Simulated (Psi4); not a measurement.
# [BPH5]− (SMILES [BH3-]P): a chain of runs

We compute a structure relaxation (singlet [BPH5]−, B3LYP/cc-pVTZ), then a single-point energy (doublet BPH5, UB3LYP/cc-pVTZ), then a geometry optimisation (doublet BPH5, UB3LYP/cc-pVTZ), then the energy (singlet [BPH5]−, B3LYP/cc-pVTZ) of BH5P. 

The calculation is run with Psi4 1.11.

## 1. The system as given

[BPH5]−: 7 atoms, total charge -1, spin state singlet. As SMILES, `[BH3-]P`. Geometry: relaxed at GFN2-xTB. The run starts from this shape.

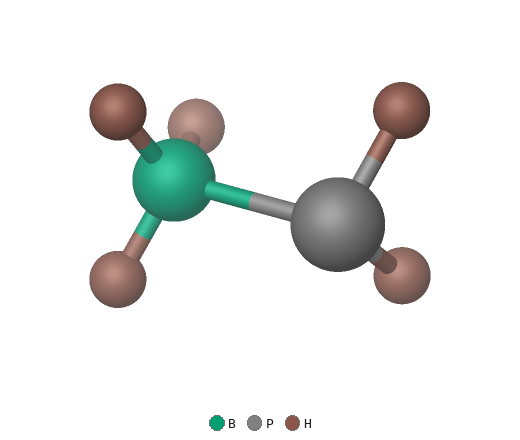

Viewed from a chosen angle; boron teal, phosphorus grey, hydrogen brown.

## 2. A structure relaxation at B3LYP/cc-pVTZ (density fitting) (run 1)

File calc.inp:

```
memory 1600 mb

molecule {
  -1 1
  B     -0.506120    -0.519900    -0.363840
  P      0.697480     0.300190     0.995330
  H     -1.584360    -0.644230     0.174420
  H     -0.027360    -1.601150    -0.627340
  H     -0.557520     0.205550    -1.330350
  H      0.219110     1.599520     0.971100
  H      1.758760     0.660030     0.180690
  units angstrom
}


e_tot, wfn = optimize('b3lyp/cc-pVTZ', return_wfn=True)
print_variables()
```

Run with:

```sh
$ psi4 -n 1 calc.inp calc.out
```

calc.out:

```text
[...]
  Running in c1 symmetry.
[...]
  Nuclear repulsion =   51.156154058888333
[...]
  Multiplicity = 1
[...]
  Nalpha       = 13
  Nbeta        = 13
[...]
    Number of basis functions: 134
[...]
   @DF-RKS iter   1:  -368.94449203691113   -2.16745e-01   5.32523e-03 DIIS/ADIIS
[...]
   @DF-RKS iter   6:  -369.28762893774035   -1.42109e-11   7.48297e-09 DIIS
[...]
  @DF-RKS Final Energy:  -369.28762893774035
   => Energetics <=
    Nuclear Repulsion Energy =             50.1747081190678728
    One-Electron Energy =                -613.3576543015525431
    Two-Electron Energy =                 217.5831808127666136
    DFT Exchange-Correlation Energy =     -23.6878635680222907
    Empirical Dispersion Energy =           0.0000000000000000
    VV10 Nonlocal Energy =                  0.0000000000000000
    Total Energy =                       -369.2876289377403509
[...]
  -Total Gradient:
     Atom            X                  Y                   Z
    ------   -----------------  -----------------  -----------------
       1       -0.000073648704    -0.000043395965    -0.000101294362
       2        0.000064288596    -0.000002015176     0.000128919698
       3       -0.000002157611     0.000020930144     0.000016688990
       4        0.000023984163     0.000004676007     0.000001853860
       5        0.000000308587     0.000004092387    -0.000002138870
       6       -0.000004807237     0.000006699194    -0.000024736296
       7       -0.000008395954     0.000010188712    -0.000021534979
[...]
```

Standard output:

```text
Optimizer: Optimization complete!
```

Run time: 29 s. Hardware: 1 thread of Intel Xeon 6975P-C (Granite Rapids), shared host; peak memory 0.94 GiB.

Steps, from the record of the run:

```
step  energy from the first frame kept (eV)  largest force (eV/Å)
   0                                 0.0000                1.1798
   1                                -0.0697                0.1486
   2                                -0.0714                0.0437
   3                                -0.0717                0.0232
   4                                -0.0718                0.0074
```

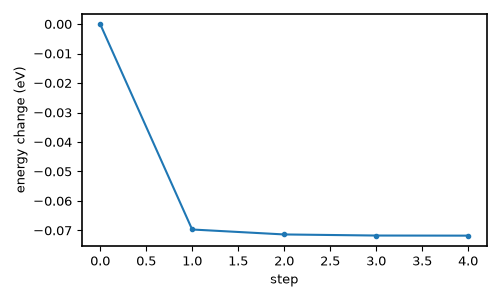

Energy along the run.

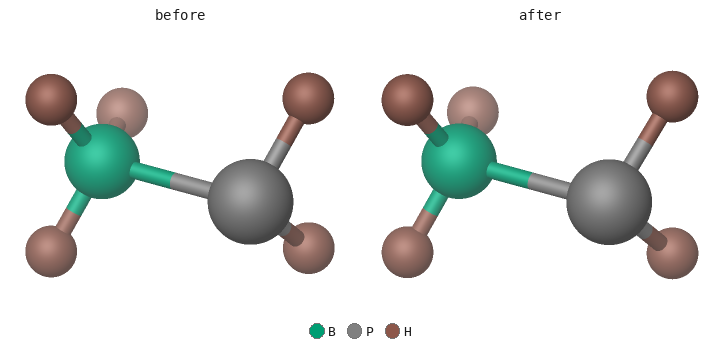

Before and after, at one scale.

After the run. Bond lengths: B1–P2 2.018 Å, B1–H3 1.223 Å, B1–H4 1.223 Å, B1–H5 1.220 Å, P2–H6 1.433 Å, P2–H7 1.433 Å. Angles: B1–P2–H6 102.0°, B1–P2–H7 102.0°, P2–B1–H3 105.8°, P2–B1–H4 105.8°, P2–B1–H5 112.6°, H6–P2–H7 92.0°, H3–B1–H4 109.9°, H3–B1–H5 111.3°, H4–B1–H5 111.3°.

## 3. Doublet neutral BPH5: a single-point energy at UB3LYP/cc-pVTZ (density fitting) (run 2)

File bh5p.xyz:

```xyz
7
BH5P
B     -0.516582    -0.525155    -0.379789
P      0.700915     0.302816     0.999873
H     -1.599645    -0.662979     0.172163
H     -0.036369    -1.621671    -0.632166
H     -0.616521     0.156346    -1.386282
H      0.229893     1.655959     1.038832
H      1.839978     0.668756     0.210563
```

File calc.py:

```python
import psi4

psi4.set_memory('1600 MB')
psi4.set_num_threads(1)
psi4.core.set_output_file('psi4.out', False)

with open('bh5p.xyz') as f:
    atoms = ''.join(f.readlines()[2:])
geom = psi4.geometry('0 2\n' + atoms + '')

psi4.set_options({
    'basis': 'cc-pVTZ',
    'reference': 'uks',
})

e, wfn = psi4.energy("b3lyp", return_wfn=True)
print('E =', round(e, 9))
```

Run with:

```sh
$ python calc.py
```

psi4.out:

```text
[...]
  Running in c1 symmetry.
[...]
  Nuclear repulsion =   50.174704221283079
[...]
  Multiplicity = 2
[...]
  Nalpha       = 13
  Nbeta        = 12
[...]
    Number of basis functions: 134
[...]
   @DF-UKS iter   1:  -368.90147771462358   -2.28584e-01   4.63123e-03 DIIS/ADIIS
[...]
   @DF-UKS iter  11:  -369.16977034881114   -8.97401e-08   4.54619e-07 DIIS
[...]
   @S^2 Observed:                7.553311186E-01
[...]
  @DF-UKS Final Energy:  -369.16977034881114
   => Energetics <=
    Nuclear Repulsion Energy =             50.1747042212830792
    One-Electron Energy =                -606.8416220849508136
    Two-Electron Energy =                 210.9655004410408026
    DFT Exchange-Correlation Energy =     -23.4683529261842203
    Empirical Dispersion Energy =           0.0000000000000000
    VV10 Nonlocal Energy =                  0.0000000000000000
    Total Energy =                       -369.1697703488111415
[...]
 Multipole Moments:
 ------------------------------------------------------------------------------------
     Multipole            Electronic (a.u.)      Nuclear  (a.u.)        Total (a.u.)
 ------------------------------------------------------------------------------------
 L = 1.  Multiply by 2.5417464519 to convert [e a0] to [Debye]
 Dipole X            :          2.1018600           -1.2712157            0.8306443
 Dipole Y            :          0.5518008            0.1792138            0.7310146
 Dipole Z            :          3.4275274           -2.6842621            0.7432654
 Magnitude           :                                                    1.3329650
[...]
```

On the terminal:

```text
E = -369.169770349
```

It took 10 s on 1 thread of Intel Xeon 6975P-C (Granite Rapids), shared host; peak memory 0.88 GiB.

## 4. Doublet neutral BPH5: a structure relaxation at UB3LYP/cc-pVTZ (density fitting) (run 3)

File job.inp:

```
memory 1.6 GB

molecule {
  0 2
  B     -0.516582    -0.525155    -0.379789
  P      0.700915     0.302816     0.999873
  H     -1.599645    -0.662979     0.172163
  H     -0.036369    -1.621671    -0.632166
  H     -0.616521     0.156346    -1.386282
  H      0.229893     1.655959     1.038832
  H      1.839978     0.668756     0.210563
  symmetry c1
}

set {
  basis     cc-pVTZ
  reference uks
}

result, w = optimize("b3lyp", return_wfn=True)
print_variables()
```

Run with:

```sh
$ psi4 -i job.inp -o job.out -n 1
```

job.out:

```text
[...]
  Running in c1 symmetry.
[...]
  Nuclear repulsion =   50.174704221283079
[...]
  Multiplicity = 2
[...]
  Nalpha       = 13
  Nbeta        = 12
[...]
    Number of basis functions: 134
[...]
   @DF-UKS iter   1:  -368.90147771462358   -2.28584e-01   4.63123e-03 DIIS/ADIIS
[...]
   @DF-UKS iter   6:  -369.19256581412003   -4.82032e-11   8.99321e-09 DIIS
[...]
   @S^2 Observed:                7.542799608E-01
[...]
  @DF-UKS Final Energy:  -369.19256581412003
   => Energetics <=
    Nuclear Repulsion Energy =             51.6945537623341593
    One-Electron Energy =                -609.9894285921968731
    Two-Electron Energy =                 212.6014293797124139
    DFT Exchange-Correlation Energy =     -23.4991203639697623
    Empirical Dispersion Energy =           0.0000000000000000
    VV10 Nonlocal Energy =                  0.0000000000000000
    Total Energy =                       -369.1925658141200870
[...]
  -Total Gradient:
     Atom            X                  Y                   Z
    ------   -----------------  -----------------  -----------------
       1        0.000031855027     0.000048434215     0.000004167867
       2       -0.000007685090    -0.000000949047    -0.000013830815
       3       -0.000003819999    -0.000020655426    -0.000001368658
       4       -0.000015434434    -0.000013516961     0.000004672027
       5       -0.000000277180    -0.000004242879     0.000004578129
       6       -0.000004799973    -0.000003922575     0.000000037448
       7       -0.000001862626    -0.000005731760    -0.000001494101
[...]
```

The script printed:

```text
Optimizer: Optimization complete!
```

Run time: 93 s. Hardware: 1 thread of Intel Xeon 6975P-C (Granite Rapids), shared host; peak memory 0.94 GiB.

Step by step:

```
step  energy from the first frame kept (eV)  largest force (eV/Å)
   0                                 0.0000                2.6055
   1                                -0.4971                1.2337
   2                                -0.6090                0.4228
   3                                -0.6165                0.2407
   4                                -0.6197                0.0542
   5                                -0.6201                0.0215
   6                                -0.6202                0.0194
   7                                -0.6203                0.0184
   8                                -0.6203                0.0095
   9                                -0.6203                0.0030
```

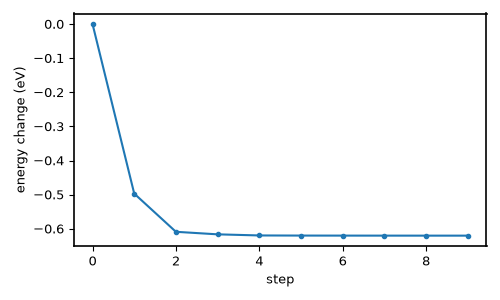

Energy along the run.

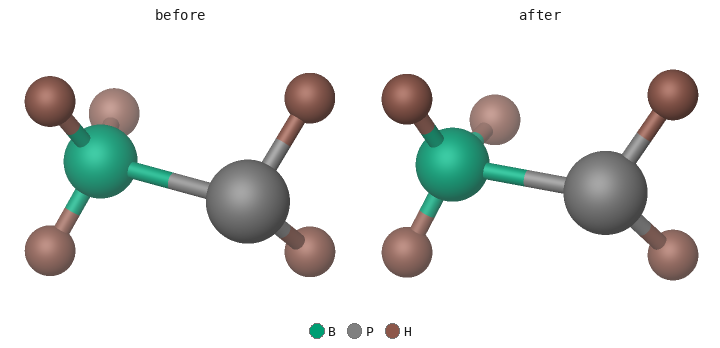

Before and after, at one scale.

After the run. Bond lengths: B1–P2 1.947 Å, B1–H3 1.194 Å, B1–H4 1.194 Å, B1–H5 1.237 Å, P2–H6 1.413 Å, P2–H7 1.413 Å. Angles: B1–P2–H6 114.2°, B1–P2–H7 114.2°, P2–B1–H3 109.6°, P2–B1–H4 109.6°, P2–B1–H5 87.6°, H6–P2–H7 99.0°, H3–B1–H4 118.7°, H3–B1–H5 113.4°, H4–B1–H5 113.4°.

## 5. The energy at B3LYP/cc-pVTZ (density fitting) (run 4)

File run.py:

```python
import psi4

psi4.set_memory('1600 MB')
psi4.set_num_threads(1)
psi4.set_output_file('output.dat', False)

molecule = psi4.geometry("""
-1 1
B     -0.519325    -0.663885    -0.219755
P      0.689568     0.353329     0.917614
H     -1.602091    -0.704691     0.281927
H      0.001925    -1.688266    -0.543288
H     -0.400456     0.235595    -1.060793
H      0.259798     1.672584     1.183981
H      1.936862     0.644213     0.321183
""")

psi4.set_options({
    'basis': 'cc-pVTZ',
})

E = psi4.energy('B3LYP', molecule=molecule)
print(f'total energy {E:.8f} hartree = {E * 27.211386:.5f} eV')
```

Run with:

```sh
$ python run.py
```

output.dat:

```text
[...]
  Running in c1 symmetry.
[...]
  Nuclear repulsion =   51.694555787107269
[...]
  Multiplicity = 1
[...]
  Nalpha       = 13
  Nbeta        = 13
[...]
    Number of basis functions: 134
[...]
   @DF-RKS iter   1:  -368.92158151891823   -1.78046e-01   5.31817e-03 DIIS/ADIIS
[...]
   @DF-RKS iter   8:  -369.26039077559432   -2.23938e-08   5.24568e-07 DIIS
[...]
  @DF-RKS Final Energy:  -369.26039077559432
   => Energetics <=
    Nuclear Repulsion Energy =             51.6945557871072694
    One-Electron Energy =                -616.4109482533990558
    Two-Electron Energy =                 219.1703752707808803
    DFT Exchange-Correlation Energy =     -23.7143735800833397
    Empirical Dispersion Energy =           0.0000000000000000
    VV10 Nonlocal Energy =                  0.0000000000000000
    Total Energy =                       -369.2603907755943169
[...]
 Multipole Moments:
 ------------------------------------------------------------------------------------
     Multipole            Electronic (a.u.)      Nuclear  (a.u.)        Total (a.u.)
 ------------------------------------------------------------------------------------
 L = 1.  Multiply by 2.5417464519 to convert [e a0] to [Debye]
 Dipole X            :          1.5307740           -0.9031387            0.6276353
 Dipole Y            :          0.4124323            0.2303755            0.6428077
 Dipole Z            :          2.4838648           -2.0300624            0.4538024
 Magnitude           :                                                    1.0065110
[...]
```

Standard output:

```text
total energy -369.26039078 hartree = -10048.08703 eV
```

It took 5.7 s on 1 thread of Intel Xeon 6975P-C (Granite Rapids), shared host; peak memory 0.88 GiB.

## 6. Summary of results

| quantity | value |
| --- | --- |
| run 1, B3LYP/cc-pVTZ: total energy at the end | -369.28763 Eh |
| run 1, B3LYP/cc-pVTZ: HOMO energy | -0.83 eV |
| run 1, B3LYP/cc-pVTZ: LUMO energy | 5.61 eV |
| run 1, B3LYP/cc-pVTZ: HOMO–LUMO gap (to an unbound level, set by the basis) | 6.44 eV |
| doublet neutral BPH5, run 2: total energy | -369.16977 Eh |
| doublet neutral BPH5, run 2: dipole moment | 3.39 D |
| doublet neutral BPH5, run 2: HOMO energy (highest over α and β) | -8.21 eV |
| doublet neutral BPH5, run 2: LUMO energy (lowest over α and β) | -5.57 eV |
| doublet neutral BPH5, run 2: ⟨S²⟩ | 0.755 |
| doublet neutral BPH5, run 3: total energy at the end | -369.19257 Eh |
| doublet neutral BPH5, run 3: dipole moment | 2.82 D |
| doublet neutral BPH5, run 3: HOMO energy (highest over α and β) | -7.08 eV |
| doublet neutral BPH5, run 3: LUMO energy (lowest over α and β) | -4.19 eV |
| doublet neutral BPH5, run 3: ⟨S²⟩ | 0.754 |
| run 4, B3LYP/cc-pVTZ: total energy | -369.26039 Eh |
| run 4, B3LYP/cc-pVTZ: HOMO energy | 0.51 eV |
| run 4, B3LYP/cc-pVTZ: LUMO energy | 5.64 eV |
| run 4, B3LYP/cc-pVTZ: HOMO–LUMO gap (to an unbound level, set by the basis) | 5.13 eV |
| adiabatic ionisation energy (to the doublet neutral, no zero-point term) | 2.587 eV |

In words: The adiabatic ionisation energy (to the doublet neutral, no zero-point term) is 2.59 eV (60 kcal/mol). The optimisation (run 1, B3LYP/cc-pVTZ) took 5 steps and changed the energy by -0.072 eV. The optimisation (doublet neutral BPH5, run 3) took 10 steps and changed the energy by -0.620 eV. The HOMO (run 4, B3LYP/cc-pVTZ) lies at positive energy, 0.51 eV; only total energies tell whether the electron is bound.
